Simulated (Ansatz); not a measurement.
# AlBrH3NSi: small, medium and large basis sets

Aim: see how fast density functionals converge with the basis set for AlBrH3NSi.

Program: Ansatz 0.2.0, Gaussian basis. Level of theory: one geometry, several basis sets. These are calculated values, not measurements.

Levels to be run: PBE0-D4/def2-SVP; ωB97M-V/def2-SVP; PBE0-D4/def2-QZVPP; ωB97M-V/def2-QZVPP; the functionals' def2-TZVPP values are taken from earlier runs.

### Step 1. The relaxed structure

The geometry comes from an earlier relaxation with PBE0-D4 in a triple-zeta def2 set; it is a stationary point, not always the lowest conformer.

SMILES `[Br][Al]1[NH][SiH2]1`, 7 atoms, charge 0, spin multiplicity 1.

Atoms are counted from 1 here; the program's logs count them from 0.

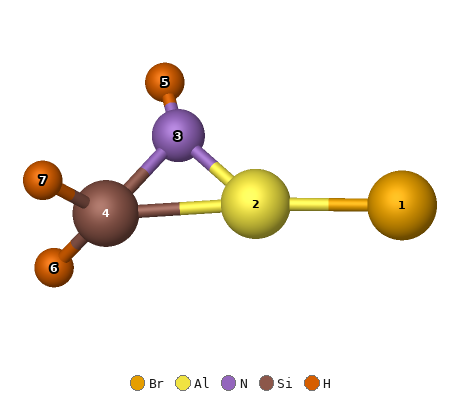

The geometry (bromine amber, aluminium yellow, nitrogen purple, silicon brown, hydrogen orange); atoms are numbered from 1 in the order of the file.

### Step 2. PBE0-D4 in def2-SVP

Contents of in.yaml:

```yaml
crystal:
  periodic: [false, false, false]
  atoms:
    - {symbol: Br, position_ang: [-1.276138, -3.053903, 1.324811]}
    - {symbol: Al, position_ang: [-0.541247, -1.040697, 0.668026]}
    - {symbol: N, position_ang: [0.308934, -0.408583, -0.745521]}
    - {symbol: Si, position_ang: [0.134600, 1.091014, 0.172428]}
    - {symbol: H, position_ang: [0.739980, -0.562095, -1.644957]}
    - {symbol: H, position_ang: [-0.700162, 2.160429, -0.447454]}
    - {symbol: H, position_ang: [1.395233, 1.745936, 0.626967]}
basis:
  gaussian: {orbitals: def2-SVP}
hamiltonian: {xc: pbe0, dispersion: d4}
output: {orbitals: {seedname: orbitals}}
```

Launch:

```sh
$ ansatz run in.yaml --threads 2 --pin off --events-out ev --progress --plain --max-ram 4352MiB
```

After this run come: ωB97M-V in def2-SVP; PBE0-D4 in def2-QZVPP; ωB97M-V in def2-QZVPP.

Before running them: what should the planned runs give, taken together? Wanted: PBE0-D4: double and triple zeta above quadruple; ωB97M-V: double and triple zeta above quadruple.

**Answer**, as computed:

| quantity | value |
| --- | --- |
| PBE0-D4: double and triple zeta above quadruple | 17.46, 1.98 eV |
| ωB97M-V: double and triple zeta above quadruple | 17.38, 1.90 eV |

What this shows: For PBE0-D4 the step from double to triple zeta gains 15.48 eV and the next only 1.98 eV. These are total energies; as a rule much of such shifts cancels in differences, which this series doesn't test.
